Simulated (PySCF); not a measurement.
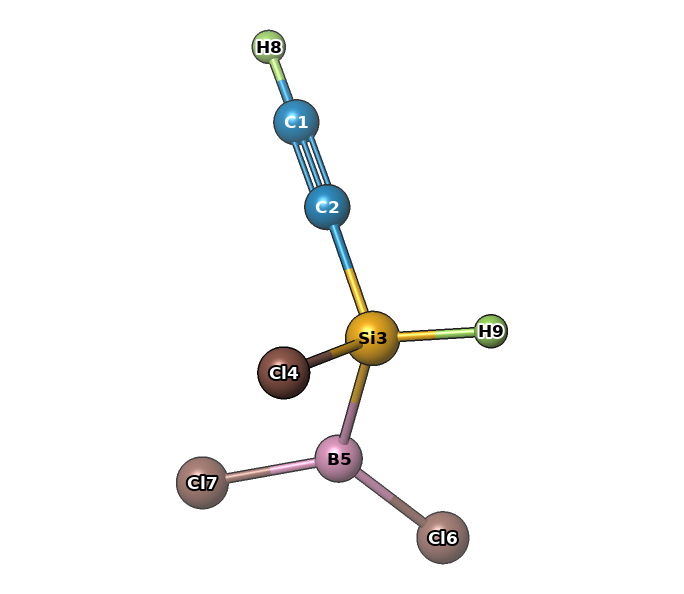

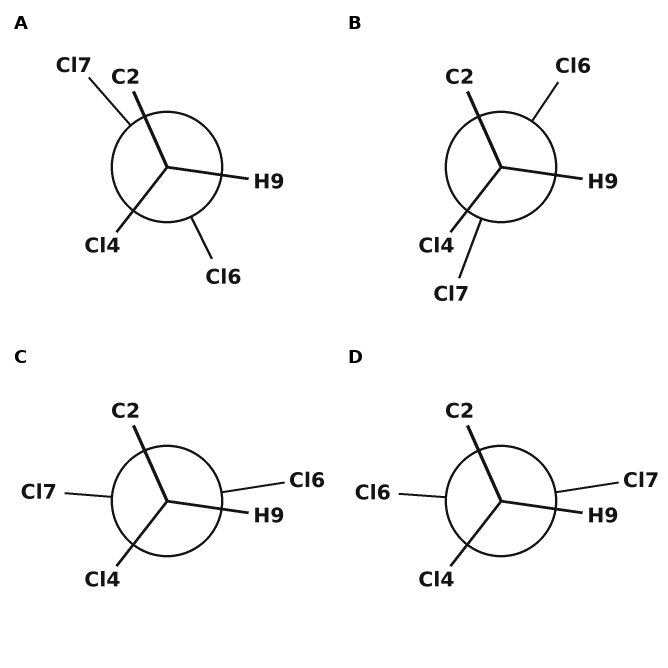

Atoms fade into the background with distance from the viewer. Bonds that would overlap in a projection are set slightly apart. The computed structure is the end point of a PBE0-D3(BJ)/def2-SVP optimisation. No frequency run is at hand to confirm it as a minimum.

Which Newman projection shows the view along Si3–B5, with Si3 in front?

C. The torsion angle Cl4–Si3–B5–Cl6 is −124°, anticlinal.
